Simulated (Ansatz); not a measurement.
System (SMILES): C=O (CH2-O).
Atoms: O1, C2, H3, H4. Bonds: O1-C2, C2-H3, C2-H4.

Basis-set convergence of the optimised O1-C2 bond length at HF with Ansatz (a quantum-chemistry and plane-wave program). Cartesian d functions, on some or all atoms, in 6-31G*, 6-31+G*; all else is spherical. The program fits the integrals of some runs and decomposes those of others, by size. Core-valence sets carry the plain set on hydrogen. No added dispersion term, no relativity. Reference: the value in def2-QZVPPD, 1.1766 Å, itself unsure by roughly 0.0001 Å (its mean distance from pcseg-3, def2-QZVPP, cc-pVQZ). Deviations are taken from unrounded values.

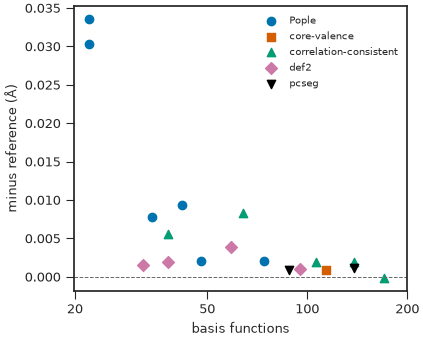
Deviation from the reference against the number of basis functions, by family of sets.

```json
[
 {"basis": "3-21G", "functions": "22", "optimised O1-C2 bond length (Å)": "1.2069", "minus reference (Å)": "0.0303"},
 {"basis": "6-31G", "functions": "22", "optimised O1-C2 bond length (Å)": "1.2101", "minus reference (Å)": "0.0336"},
 {"basis": "def2-SV(P)", "functions": "32", "optimised O1-C2 bond length (Å)": "1.1782", "minus reference (Å)": "0.0016"},
 {"basis": "6-31G*", "functions": "34", "optimised O1-C2 bond length (Å)": "1.1843", "minus reference (Å)": "0.0078"},
 {"basis": "cc-pVDZ", "functions": "38", "optimised O1-C2 bond length (Å)": "1.1821", "minus reference (Å)": "0.0055"},
 {"basis": "def2-SVP", "functions": "38", "optimised O1-C2 bond length (Å)": "1.1785", "minus reference (Å)": "0.0019"},
 {"basis": "6-31+G*", "functions": "42", "optimised O1-C2 bond length (Å)": "1.1859", "minus reference (Å)": "0.0093"},
 {"basis": "6-311G**", "functions": "48", "optimised O1-C2 bond length (Å)": "1.1787", "minus reference (Å)": "0.0021"},
 {"basis": "def2-SVPD", "functions": "59", "optimised O1-C2 bond length (Å)": "1.1805", "minus reference (Å)": "0.0039"},
 {"basis": "aug-cc-pVDZ", "functions": "64", "optimised O1-C2 bond length (Å)": "1.1849", "minus reference (Å)": "0.0083"},
 {"basis": "6-311++G(2d,2p)", "functions": "74", "optimised O1-C2 bond length (Å)": "1.1786", "minus reference (Å)": "0.0020"},
 {"basis": "pcseg-2", "functions": "88", "optimised O1-C2 bond length (Å)": "1.1775", "minus reference (Å)": "0.0009"},
 {"basis": "def2-TZVPD", "functions": "95", "optimised O1-C2 bond length (Å)": "1.1776", "minus reference (Å)": "0.0010"},
 {"basis": "jun-cc-pV(T+d)Z", "functions": "106", "optimised O1-C2 bond length (Å)": "1.1785", "minus reference (Å)": "0.0020"},
 {"basis": "cc-pCVTZ", "functions": "114", "optimised O1-C2 bond length (Å)": "1.1775", "minus reference (Å)": "0.0009"},
 {"basis": "aug-cc-pVTZ", "functions": "138", "optimised O1-C2 bond length (Å)": "1.1785", "minus reference (Å)": "0.0020"},
 {"basis": "aug-pcseg-2", "functions": "138", "optimised O1-C2 bond length (Å)": "1.1777", "minus reference (Å)": "0.0011"},
 {"basis": "cc-pVQZ", "functions": "170", "optimised O1-C2 bond length (Å)": "1.1765", "minus reference (Å)": "-0.0001"}
]
```
